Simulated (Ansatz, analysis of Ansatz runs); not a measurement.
**CsLi2Br3 (Immm), V_Br hop (3.7 Å): attempt frequency at charge +1**

Aim: the prefactor of a hop in CsLi2Br3 (Immm) (V_Br hop (3.7 Å), charge +1) from the modes of the moving atom at the start and at the top of a path found beforehand. Model: a cell of 72 host atoms with 1 Br taken out.

Method: plane-wave PAW DFT, PBEsol; finite-difference force constants of the moving atom alone, in Ansatz 0.2.0.

## 1. Set-up

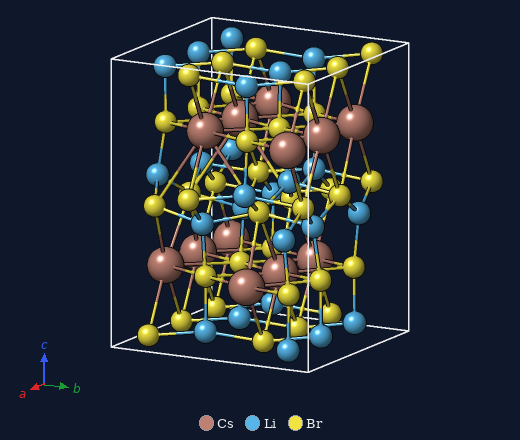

The starting structure, seen slightly off an axis (caesium pink, lithium blue, bromine yellow).

The cell holds 71 atoms: 12 Cs, 24 Li and 35 Br. Cell: a = 13.853 Å, b = 11.980 Å, c = 13.179 Å, α = 90.0°, β = 90.0°, γ = 67.3°. It derives from CsLi2Br3 (space group Immm). Nearest the centre at fractional (0.375, 0.625, 0.749): Br20 at 1.57 Å, Li33 at 2.17 Å, Li30 at 2.29 Å, Br43 at 3.50 Å, Br45 at 3.72 Å, Cs25 at 3.75 Å, Cs26 at 3.78 Å, Br44 at 3.79 Å. The cell carries charge +1.

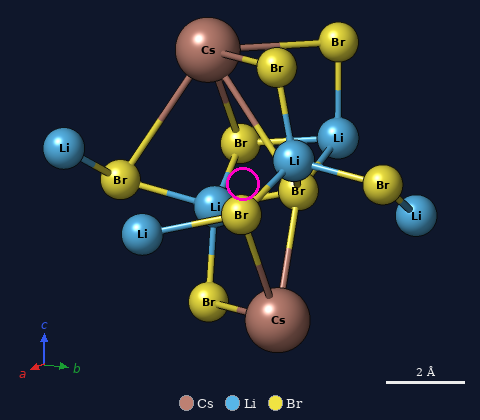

The atoms within 5 Å of the centre. A ring marks the centre wherever it is empty.

The cell's shortest repeat is 12.0 Å.

## 2. Vibrations of the moving atom at the start point

Harmonic transition-state theory takes the prefactor from the modes at the minimum and at the top. Only the moving atom is displaced, by 0.02 Å, which takes six displaced runs and a reference; the host's atoms are held.

Contents of qp1.start.modes/input.yaml:

```yaml
crystal:
  lattice:
    - [13.85313549, 0.0, 0.0]
    - [4.61771183, 11.05374572, 0.0]
    - [0.0, 0.0, 13.17916514]
  atoms:
    - { symbol: Cs, position: [-0.00019439, 0.50005384, 0.00667453] }
    - { symbol: Cs, position: [0.08078227, 0.75350433, 0.49648945] }
    - { symbol: Cs, position: [0.16619785, 0.00053157, 0.00217777] }
    - { symbol: Cs, position: [0.25163782, 0.2473024, 0.50012214] }
    - { symbol: Li, position: [0.00159538, 0.49831493, 0.30756475] }
    - { symbol: Li, position: [0.08244167, 0.75128562, 0.80856824] }
    - { symbol: Li, position: [0.16742367, -0.0006109, 0.30783736] }
    - { symbol: Li, position: [0.24921918, 0.26334884, 0.81003544] }
    - { symbol: Li, position: [-0.00122569, 0.49980529, 0.6885509] }
    - { symbol: Li, position: [0.08320294, 0.75050009, 0.19121222] }
    - { symbol: Li, position: [0.16102188, 0.01834835, 0.68953113] }
    - { symbol: Li, position: [0.2504154, 0.25027243, 0.19259045] }
    - { symbol: Br, position: [-0.00107017, 0.00061584, 0.77518755] }
    - { symbol: Br, position: [0.08453629, 0.24911902, 0.28326097] }
    - { symbol: Br, position: [0.15356968, 0.50476128, 0.78646551] }
    - { symbol: Br, position: [0.24957207, 0.75038977, 0.28042771] }
    - { symbol: Br, position: [-0.00049443, 0.00074744, 0.21918162] }
    - { symbol: Br, position: [0.0835493, 0.2502822, 0.71745467] }
    - { symbol: Br, position: [0.16745688, 0.49948662, 0.2159643] }
    - { symbol: Br, position: [0.26636681, 0.73024851, 0.72888206] }
    - { symbol: Br, position: [0.00099574, 0.49889223, 0.49916513] }
    - { symbol: Br, position: [0.0822694, 0.75258685, -0.00085731] }
    - { symbol: Br, position: [0.16935283, -0.00348202, 0.50135519] }
    - { symbol: Br, position: [0.24995584, 0.24907599, 7.69e-06] }
    - { symbol: Cs, position: [0.32995193, 0.49988303, -0.00273558] }
    - { symbol: Cs, position: [0.41612318, 0.74671737, 0.4947973] }
    - { symbol: Cs, position: [0.49958965, 0.00098567, 0.00518952] }
    - { symbol: Cs, position: [0.58077784, 0.25060731, 0.5024269] }
    - { symbol: Li, position: [0.33251729, 0.49984734, 0.30484161] }
    - { symbol: Li, position: [0.40309761, 0.78716085, 0.8129854] }
    - { symbol: Li, position: [0.50033336, -0.00177318, 0.30880487] }
    - { symbol: Li, position: [0.59285051, 0.21654286, 0.81450763] }
    - { symbol: Li, position: [0.30553292, 0.50728605, 0.68329232] }
    - { symbol: Li, position: [0.41647201, 0.7494238, 0.19042709] }
    - { symbol: Li, position: [0.51128272, -0.03668557, 0.68815153] }
    - { symbol: Li, position: [0.58253142, 0.24985871, 0.19322077] }
    - { symbol: Br, position: [0.33650512, 0.01121875, 0.77523407] }
    - { symbol: Br, position: [0.41709396, 0.2482298, 0.28437938] }
    - { symbol: Br, position: [0.5832047, 0.74896818, 0.280991] }
    - { symbol: Br, position: [0.33391883, -0.00126916, 0.21725502] }
    - { symbol: Br, position: [0.41674663, 0.29077578, 0.73381696] }
    - { symbol: Br, position: [0.49906046, 0.49978948, 0.21495956] }
    - { symbol: Br, position: [0.57993396, 0.72533776, 0.72581561] }
    - { symbol: Br, position: [0.328604, 0.50160055, 0.49689469] }
    - { symbol: Br, position: [0.41914413, 0.745792, -0.00358897] }
    - { symbol: Br, position: [0.50107797, -0.00341755, 0.5032411] }
    - { symbol: Br, position: [0.5827416, 0.25287452, -0.00040036] }
    - { symbol: Cs, position: [0.67139936, 0.49780758, 0.00254672] }
    - { symbol: Cs, position: [0.75194721, 0.74877904, 0.49336322] }
    - { symbol: Cs, position: [0.83372996, -0.00064122, 0.00248111] }
    - { symbol: Cs, position: [0.91849379, 0.24678917, 0.4972113] }
    - { symbol: Li, position: [0.66688487, 0.49783384, 0.30519374] }
    - { symbol: Li, position: [0.75380027, 0.74066552, 0.81022194] }
    - { symbol: Li, position: [0.83210222, 0.00150201, 0.30779058] }
    - { symbol: Li, position: [0.91592049, 0.24879655, 0.8096861] }
    - { symbol: Li, position: [0.69259627, 0.49516634, 0.68266118] }
    - { symbol: Li, position: [0.74996152, 0.74984216, 0.19175316] }
    - { symbol: Li, position: [0.83752612, -0.0175999, 0.68889361] }
    - { symbol: Li, position: [0.91734935, 0.24844546, 0.19294196] }
    - { symbol: Br, position: [0.66288504, -0.00806078, 0.77627611] }
    - { symbol: Br, position: [0.74900667, 0.25021211, 0.28247181] }
    - { symbol: Br, position: [0.84117603, 0.50021728, 0.78700705] }
    - { symbol: Br, position: [0.91705544, 0.74970811, 0.28110047] }
    - { symbol: Br, position: [0.66652298, -0.00057436, 0.21806525] }
    - { symbol: Br, position: [0.73158338, 0.27330977, 0.73117871] }
    - { symbol: Br, position: [0.8337417, 0.49909737, 0.21844423] }
    - { symbol: Br, position: [0.91451874, 0.75143911, 0.71426484] }
    - { symbol: Br, position: [0.66867165, 0.4986546, 0.49773488] }
    - { symbol: Br, position: [0.74900766, 0.75097128, -0.00029024] }
    - { symbol: Br, position: [0.82972384, 0.0036597, 0.50085117] }
    - { symbol: Br, position: [0.91796119, 0.24767347, 0.00022074] }
  symmetry: { detect: false }
total_charge: 1
basis:
  ecutwfc: 420
  xc_grid: 2
hamiltonian:
  xc: pbesol
kpoints:
  mp_grid: { grid: [1, 1, 1], shift: [0.25, 0.25, 0.25] }
scf:
  occupations: { method: fixed }
  max_iter: 100
phonons:
  supercell: [1, 1, 1]
  displaced_sites: [19]
  amplitude: 0.02
```

On the command line:

```
ansatz run input.yaml --threads 32 --pin off --max-ram 84787MiB --backend cuda --events-out ev --progress --plain --runs-dir out --max-vram 78GiB
```

Numbers of over 12 decimals in the logs are rounded to 6 here.

The log of the run:

```text
Engine: ansatz 0.2.0, aarch64-unknown-linux-gnu
[...]
Pseudopotential: Cs, paw, valence charge 9, recommended cutoff 420 eV (normal), Cs.paw.azcp
Pseudopotential: Li, paw, valence charge 3, recommended cutoff 420 eV (normal), Li.paw.azcp
Pseudopotential: Br, paw, valence charge 7, recommended cutoff 420 eV (normal), Br.paw.azcp
Functional definition: PBEsol
[...]
Crystal: 71 atoms, lattice volume = 2018.113 Å³
Basis set: ecut = 420 eV, 39381 PW (Γ), exchange–correlation on 192×162×180 points (8 copies of the dense FFT grid, shifted against one another)
Bands: 283, of which v1, the nominal top of the filled ones, is band 212 counted from 1 (211 counted from 0)
[...]
k-points: 1
[...]
Functional: x = pbesol(κ = 0.804, μ = 0.123457), c = pbesol(β = 0.046)
SCF iter   1: F=—  HF=-167797.919923 eV  |F-HF|=—  |Δ(HF+E_count)|=         —  Δρ=1.36e-3  dr2=5.02e-2  ethr=1.77e-3  ⟨swp⟩=7.0  Hψ=1070  notcnv=0  defer=69
[...]
SCF iter   2: F=—  HF=-167797.903195 eV  |F-HF|=—  |Δ(HF+E_count)|=   1.67e-2  Δρ=7.37e-4  dr2=1.45e-2  ethr=1.18e-5  ⟨swp⟩=4.0  Hψ=543  notcnv=0  defer=69
[...]
SCF 1 converged in 9 iterations: F = -167797.902803 eV  dr2 = 2.34e-10
[...]
SCF iter   2: F=—  HF=-167797.901686 eV  |F-HF|=—  |Δ(HF+E_count)|=   5.09e-4  Δρ=3.54e-5  dr2=3.28e-5  ethr=2.22e-8  ⟨swp⟩=2.0  Hψ=391  notcnv=0  defer=67
[...]
SCF iter   7: F=-167797.902341 eV  HF=-167797.902341 eV  |F-HF|=2.91e-11  |Δ(HF+E_count)|=  6.98e-10  Δρ=2.68e-8  dr2=3.60e-11  ethr=1.00e-12  ⟨swp⟩=4.0  Hψ=898  notcnv=0
[...]
SCF 7 converged in 5 iterations: F = -167797.902517 eV  dr2 = 1.51e-11
SCF converged after 9 iterations
[...]
--- Band table (eV) ---
[...]
--- Phonons: 6 displaced members + reference (amplitude 0.02 Å, Σ member SCF iterations 36) ---
  symmetry images taken by strict's conditions (phonons.symmetry_images: auto; settled by no image being taken that strict refuses)
  force constants formed among 1 of 71 sites (Br 19); the other 70 at rest. The modes move the named sites alone.
  the frequencies, the zero-point energy and the sums are of the block with the acoustic sum rule laid on its rows. Row sums over every site: 6.5e-5 eV/Å² at the most
  transpose residual: 2.0e-4 eV/Å²
  largest component of a force at the reference: 4.4e-3 eV/Å on a named site, 1.4e-2 eV/Å on a site at rest
  frequencies among the named sites at Γ of the cell (cm⁻¹): 59.93 74.77 107.78
  unstable modes among the named sites: 0
  frequencies as built, with no sum rule (cm⁻¹): 59.93 74.77 107.78
  zero-point energy: 0.015032 eV/cell   skipped modes (ω ≤ 0): 0
  not written: the harmonic force-constant file, the file of eigenvectors (these modes' are written with the force constants), the density of states and the dispersion, which are of every site
[...]
```

It took 4.3 s on 1 × NVIDIA GB200 with 32 threads of Arm Neoverse V2, shared host; peak memory 2.3 GiB.

Reading the cycles: dr2 is the Hartree energy of the density residual (eV), the measure of convergence; HF is the Harris–Foulkes estimate of the energy, which meets the free energy F at convergence.

Read from the output:

```yaml
free_energy: -167797.9028 eV
frequencies_of_moving_atom: 59.93, 74.77, 107.8 cm⁻¹ (negative: imaginary)
```

The three modes are 60, 75 and 108 cm⁻¹: all real, a minimum for this atom with the others held.

## 3. Vibrations of the moving atom at the top of the path

The same at the top, where the mode along the path should be imaginary.

Contents of qp1.top.modes/input.yaml:

```yaml
crystal:
  lattice:
    - [13.85313549, 0.0, 0.0]
    - [4.61771183, 11.05374572, 0.0]
    - [0.0, 0.0, 13.17916514]
  atoms:
    - { symbol: Cs, position: [0.00066831, 0.49797144, 0.00669286] }
    - { symbol: Cs, position: [0.07938163, 0.74815534, 0.49538585] }
[... 3 atom lines left out ...]
    - { symbol: Li, position: [0.06249474, 0.74741741, 0.81484227] }
[... 8 atom lines left out ...]
    - { symbol: Br, position: [0.15647411, 0.50993524, 0.77974636] }
[... 4 atom lines left out ...]
    - { symbol: Br, position: [0.37645693, 0.62283193, 0.749435] }
[... 4 atom lines left out ...]
    - { symbol: Cs, position: [0.33214007, 0.50761235, -0.00595874] }
    - { symbol: Cs, position: [0.41808032, 0.73969383, 0.5061473] }
[... 3 atom lines left out ...]
    - { symbol: Li, position: [0.42992002, 0.77460192, 0.82129055] }
[... 2 atom lines left out ...]
    - { symbol: Li, position: [0.32085546, 0.47281431, 0.67858105] }
[... 3 atom lines left out ...]
    - { symbol: Br, position: [0.33252403, -0.00664999, 0.77510793] }
[... 5 atom lines left out ...]
    - { symbol: Br, position: [0.59410832, 0.73803027, 0.71995311] }
    - { symbol: Br, position: [0.32428623, 0.49495968, 0.49307737] }
    - { symbol: Br, position: [0.42563579, 0.75203897, 0.00625132] }
[... 10 atom lines left out ...]
    - { symbol: Li, position: [0.68739422, 0.50037296, 0.68475599] }
[... 14 atom lines left out ...]
    - { symbol: Br, position: [0.91983651, 0.24486447, -0.00136292] }
  symmetry: { detect: false }
total_charge: 1
basis:
  ecutwfc: 420
  xc_grid: 2
hamiltonian:
  xc: pbesol
kpoints:
  mp_grid: { grid: [1, 1, 1], shift: [0.25, 0.25, 0.25] }
scf:
  occupations: { method: fixed }
  max_iter: 100
phonons:
  supercell: [1, 1, 1]
  displaced_sites: [19]
  amplitude: 0.02
```

The log of the run:

```text
[...]
Crystal: 71 atoms, lattice volume = 2018.113 Å³
Basis set: ecut = 420 eV, 39381 PW (Γ), exchange–correlation on 192×162×180 points (8 copies of the dense FFT grid, shifted against one another)
Bands: 283, of which v1, the nominal top of the filled ones, is band 212 counted from 1 (211 counted from 0)
[...]
k-points: 1
[...]
SCF iter   1: F=—  HF=-167797.703514 eV  |F-HF|=—  |Δ(HF+E_count)|=         —  Δρ=1.36e-3  dr2=5.19e-2  ethr=1.77e-3  ⟨swp⟩=7.0  Hψ=1075  notcnv=0  defer=69
[...]
SCF iter   2: F=—  HF=-167797.684919 eV  |F-HF|=—  |Δ(HF+E_count)|=   1.86e-2  Δρ=7.36e-4  dr2=1.47e-2  ethr=1.22e-5  ⟨swp⟩=4.0  Hψ=543  notcnv=0  defer=69
[...]
SCF 1 converged in 9 iterations: F = -167797.682726 eV  dr2 = 1.69e-10
[...]
SCF iter   7: F=-167797.682340 eV  HF=-167797.682340 eV  |F-HF|=2.91e-11  |Δ(HF+E_count)|=  6.40e-10  Δρ=2.72e-8  dr2=3.45e-11  ethr=1.00e-12  ⟨swp⟩=5.0  Hψ=902  notcnv=0
[...]
SCF iter   5: F=-167797.682086 eV  HF=-167797.682086 eV  |F-HF|=2.91e-11  |Δ(HF+E_count)|=  1.46e-10  Δρ=2.69e-8  dr2=2.06e-11  ethr=1.00e-12  ⟨swp⟩=5.0  Hψ=885  notcnv=0
[...]
SCF 7 converged in 5 iterations: F = -167797.682141 eV  dr2 = 1.82e-11
SCF converged after 9 iterations
[...]
--- Band table (eV) ---
[...]
transpose residual: 5.4e-4 eV/Å²
[...]
frequencies among the named sites at Γ of the cell (cm⁻¹): -18.50 64.51 143.71
  unstable modes among the named sites: 1
  frequencies as built, with no sum rule (cm⁻¹): -18.50 64.51 143.71
  zero-point energy: 0.012908 eV/cell   skipped modes (ω ≤ 0): 1, of them read as no rigid motion or as one in doubt: 1 (1.000e0 modes/cell left out, lowest -18.50 cm⁻¹)
[...]
```

It took 4.3 s on 1 × NVIDIA GB200 with 32 threads; peak memory 2.3 GiB; 17 s of CPU time.

Read from the output:

```yaml
free_energy: -167797.6827 eV
frequencies_of_moving_atom: -18.50, 64.51, 143.7 cm⁻¹ (negative: imaginary)
```

The three modes are 19i, 65 and 144 cm⁻¹: one imaginary, a saddle of first order for this atom with the others held.

## 4. Attempt frequency and hop rate

Analysis of the runs above: harmonic transition-state theory from the moving atom's modes alone (Vineyard), PBEsol.

It gives:

- attempt frequency: 1.562 THz

The hop rate by temperature:

```
temperature (K)  hop rate (1/s)
            200           4.4e6
            300           3.1e8
            400           2.6e9
            600          2.2e10
            800          6.4e10
           1000          1.2e11
```

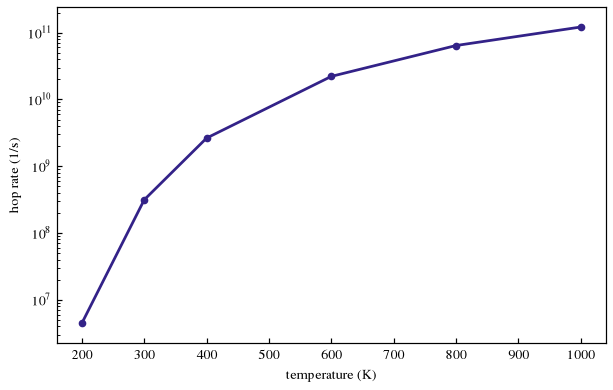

Hop rate, plotted against temperature.

## 5. Outcome

| Property | Result |
| --- | --- |
| attempt frequency (attempt frequency and hop rate) | 1.56 THz |

**Reading.** The attempt frequency, the product of the three frequencies at the start over that of the two real ones at the top (Vineyard), is 1.6 THz. With the barrier of 0.22 eV it gives 2.2e+10 hops a second at 600 K along this one path; equivalent neighbouring sites multiply that. The host's atoms were held, though they move along the path too, so the prefactor is rough. Limits: one k-point off the zone centre stands for the whole zone; spin–orbit coupling, which can matter with heavy atoms, is left out.

[Logs are printed without paths, hosts, clocks, repeated set-up lines and the standing remarks that a program may print on its own settings, such as how far it seeks lower states.]

[Hosts, paths, dates, database ids (printed as entryN), source tags and the programs' standing remarks are cut or masked in the printed files.]
